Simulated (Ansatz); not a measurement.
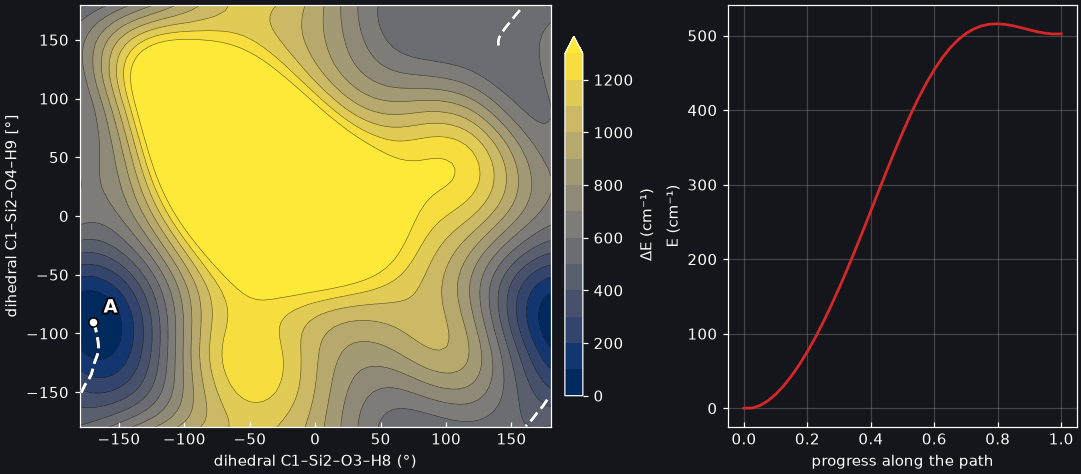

CH5O2Si, SMILES C[Si](O)O, spin multiplicity 2. Coordinates scanned: (1) dihedral C1–Si2–O3–H8; (2) dihedral C1–Si2–O4–H9. Nothing is relaxed (all other coordinates rigid). Grid: 12 × 12 points. Energies: cm⁻¹, counted from the relaxed molecule at the same level. Theory: UKS CAM-B3LYP-D4/def2-SVP (Ansatz).

Drawn: filled contours, a line along the lowest path, one colour for all values above the top of the scale, the energy along the path at the right, the start A. Between grid points the surface is interpolated.

Describe the path and its barrier.

The easiest path leads from the well at about dihedral C1–Si2–O3–H8 = −170°, dihedral C1–Si2–O4–H9 = −90° to the well at about dihedral C1–Si2–O3–H8 = 140°, dihedral C1–Si2–O4–H9 = 145°, about 500 cm⁻¹ higher. Its highest point lies about 520 cm⁻¹ above the bottom of the first well on the interpolated surface, at about dihedral C1–Si2–O3–H8 = 150°, dihedral C1–Si2–O4–H9 = 170°. Seen from the upper well the barrier is about 14 cm⁻¹. The start is the relaxed structure and all else is held, so a fully relaxed path at this level can only be lower.
